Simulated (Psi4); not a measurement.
# HBS (hydrogen boron sulfide), step by step, part 2 of 2

Psi4 1.11.

### 3 Vibrational wavenumbers at PBE/6-31G (density fitting) (run 2)

File bhs.in:

```
memory 1600 mb

molecule m {
  0 1
  B      0.000000     0.000000    -0.154966
  S      0.000000     0.000000     1.491757
  H      0.000000     0.000000    -1.336791
  symmetry c1
}

set globals {
  reference                  rks
  t                          298.15
  rotational_symmetry_number 1
}

e, wfn = frequencies("pbe/6-31G", return_wfn=True)
```

Command:

```console
$ psi4 bhs.in bhs.out -n 1
```

bhs.out, shortened:

```text
[...]
  Running in c1 symmetry.
[...]
  Nuclear repulsion =   30.940298968555339
[...]
  Multiplicity = 1
[...]
  Nalpha       = 11
  Nbeta        = 11
[...]
    Number of basis functions: 24
[...]
   @DF-RKS iter   1:  -423.34482194377381   -2.65684e-01   9.65012e-03 DIIS/ADIIS
[...]
   @DF-RKS iter   9:  -423.38988622597304   -9.83391e-12   7.79420e-09 DIIS
[...]
    Orbital Energies [Eh]
    ---------------------
    Doubly Occupied:
       1A    -88.055271     2A     -7.686284     3A     -6.578767
       4A     -5.705763     5A     -5.703081     6A     -5.703081
       7A     -0.679841     8A     -0.434743     9A     -0.339915
      10A     -0.271969    11A     -0.271969
[...]
  @DF-RKS Final Energy:  -423.38988622597304
   => Energetics <=
    Nuclear Repulsion Energy =             30.9312867577745578
    One-Electron Energy =                -644.6218869690342217
    Two-Electron Energy =                 220.1387187655095374
    DFT Exchange-Correlation Energy =     -29.8380047802230273
    Empirical Dispersion Energy =           0.0000000000000000
    VV10 Nonlocal Energy =                  0.0000000000000000
    Total Energy =                       -423.3898862259730436
[...]
  -Total Gradient:
     Atom            X                  Y                   Z
    ------   -----------------  -----------------  -----------------
       1       -0.000000000000     0.000000000000     0.001347852359
       2        0.000000000000    -0.000000000000    -0.000042317945
       3        0.000000000000    -0.000000000000    -0.001310094510
[...]
  ==> Harmonic Vibrational Analysis <==
[...]
  Freq [cm^-1]                 639.5877            639.5878           1115.2582
[...]
  IR activ [km/mol]             0.1556              0.1556             31.8457
[...]
  Freq [cm^-1]                2809.0644
[...]
  IR activ [km/mol]            14.8227
[...]
  Total E_0, Enthalpy at 0 [K]                                                         -423.37803497 [Eh]
[...]
  Total H, Enthalpy at  298.15 [K]                                                     -423.37442795 [Eh]
[...]
  Total G, Gibbs energy at  298.15 [K]                                                 -423.39898752 [Eh]
[...]
```

Run time: 31 s. Hardware: 1 thread of Intel Xeon Platinum 8259CL at 2.50GHz (Skylake/Cascade Lake), shared host; peak memory 0.25 GiB.

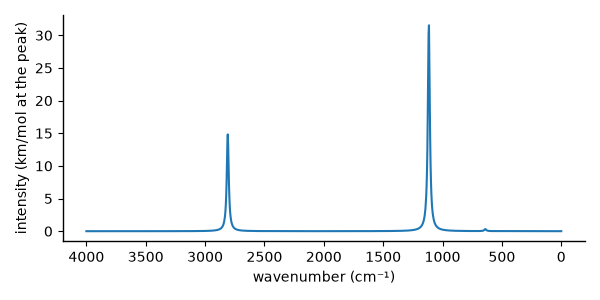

Harmonic infrared spectrum, unscaled, lines broadened by 10 cm⁻¹.

### 4 A single-point energy at CCSD(T)/def2-TZVP (run 3)

File bhs.py:

```python
import psi4

psi4.set_memory(1600000000)
psi4.set_num_threads(1)
psi4.set_output_file('output.dat', False)

mol = psi4.geometry("""
0 1
B      0.440597     1.243946    -0.768124
S      0.198947    -0.367148    -1.008287
H      0.614187     2.400261    -0.596333
""")

options = {'basis': 'def2-TZVP', 'scf_type': 'pk', 'num_frozen_docc': 6}
psi4.set_options(options)

E, wfn = psi4.energy('ccsd(t)', molecule=mol, return_wfn=True)
print('E =', round(E, 9))
```

Command:

```console
$ python bhs.py
```

output.dat, shortened:

```text
[...]
  Running in cs symmetry.
[...]
  Nuclear repulsion =   30.940298305393902
[...]
  Multiplicity = 1
[...]
  Nalpha       = 11
  Nbeta        = 11
[...]
    Number of basis functions: 74
[...]
   @RHF iter   1:  -422.80499882304491   -7.16129e-01   4.42038e-03 DIIS/ADIIS
[...]
   @RHF iter  10:  -422.82738308705240   -3.06954e-12   5.11327e-09 DIIS
[...]
    Orbital Energies [Eh]
    ---------------------
    Doubly Occupied:
       1Ap   -91.944106     2Ap    -8.949949     3Ap    -7.688894
       4Ap    -6.630780     5Ap    -6.629895     1App   -6.629895
       6Ap    -0.957381     7Ap    -0.664052     8Ap    -0.516438
       2App   -0.395350     9Ap    -0.395350
[...]
  @RHF Final Energy:  -422.82738308705240
   => Energetics <=
    Nuclear Repulsion Energy =             30.9402983053939025
    One-Electron Energy =                -644.7311830642571522
    Two-Electron Energy =                 190.9635016718108886
    Total Energy =                       -422.8273830870523966
[...]
 Multipole Moments:
 ------------------------------------------------------------------------------------
     Multipole            Electronic (a.u.)      Nuclear  (a.u.)        Total (a.u.)
 ------------------------------------------------------------------------------------
 L = 1.  Multiply by 2.5417464519 to convert [e a0] to [Debye]
 Dipole X            :          0.0197852           -0.1108969           -0.0911117
 Dipole Y            :         -0.1954131            1.0706771            0.8752640
 Dipole Z            :          0.0000000            0.0000000            0.0000000
 Magnitude           :                                                    0.8799934
[...]
      * MP2 total energy                      = -423.085886003507710
[...]
      * CCSD total energy                     = -423.107660789747115
[...]
      * CCSD(T) total energy                  = -423.124041796293966
```

The script printed:

```text
E = -423.124041796
```

It took 7.5 s on 1 thread of Intel Xeon Platinum 8259CL at 2.50GHz (Skylake/Cascade Lake), shared host; peak memory 0.3 GiB.

### 5 What came out

The summary covers parts 1 to 2.

```
                                                                   quantity             value
                                  run 1, PBE/6-31G: total energy at the end     -423.38989 Eh
                                            run 1, PBE/6-31G: dipole moment            1.67 D
                                              run 1, PBE/6-31G: HOMO energy          -7.40 eV
                                              run 1, PBE/6-31G: LUMO energy          -2.07 eV
                                            run 1, PBE/6-31G: HOMO–LUMO gap           5.33 eV
                               run 2, PBE/6-31G: lowest harmonic wavenumber          640 cm⁻¹
                              run 2, PBE/6-31G: highest harmonic wavenumber         2809 cm⁻¹
                                        run 2, PBE/6-31G: zero-point energy       31.1 kJ/mol
run 2, PBE/6-31G: ideal-gas entropy at 298.15 K (symmetry number 1 as used)  51.7 cal/(mol K)
                                     run 3, CCSD(T)/def2-TZVP: total energy     -423.12404 Eh
              run 3, CCSD(T)/def2-TZVP: HOMO energy (Hartree–Fock orbitals)         -10.76 eV
              run 3, CCSD(T)/def2-TZVP: LUMO energy (Hartree–Fock orbitals)           1.95 eV
            run 3, CCSD(T)/def2-TZVP: HOMO–LUMO gap (Hartree–Fock orbitals)          12.71 eV
      run 3, CCSD(T)/def2-TZVP: correlation energy (6 core orbitals frozen)        -296.7 mEh
                                   run 3, CCSD(T)/def2-TZVP: (T) correction        -16.38 mEh
                                    run 3, CCSD(T)/def2-TZVP: T1 diagnostic             0.021
```

**Reading.** The optimisation (run 1, PBE/6-31G) took 4 steps and changed the energy by -0.086 eV. All 4 modes (run 2, PBE/6-31G) are real, so the shape is a minimum at this level. At PBE/6-31G: The measured dipole moment is 1.30 D (NIST CCCBDB); the computed value is 0.37 D (28 %) too high. The T1 diagnostic (run 3, CCSD(T)/def2-TZVP) of 0.021 is above the customary mark for such species, so a single reference may not serve. The triples (run 3, CCSD(T)/def2-TZVP) make up 5.5 % of the correlation energy.
